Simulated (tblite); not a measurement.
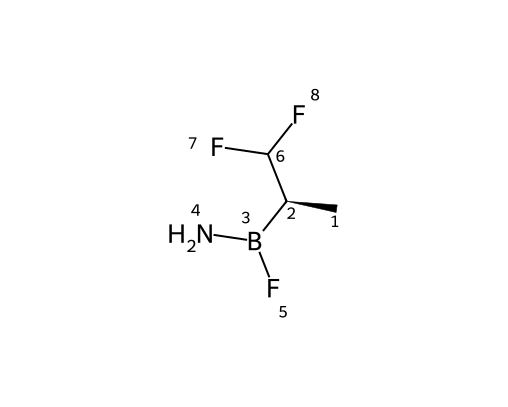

Skeletal drawing with numbered atoms; wedges and dashes mark any stereocentres. The configuration is that of a computed structure (GFN2-xTB).

### What are the Cahn–Ingold–Prelog descriptors?

C2: R.
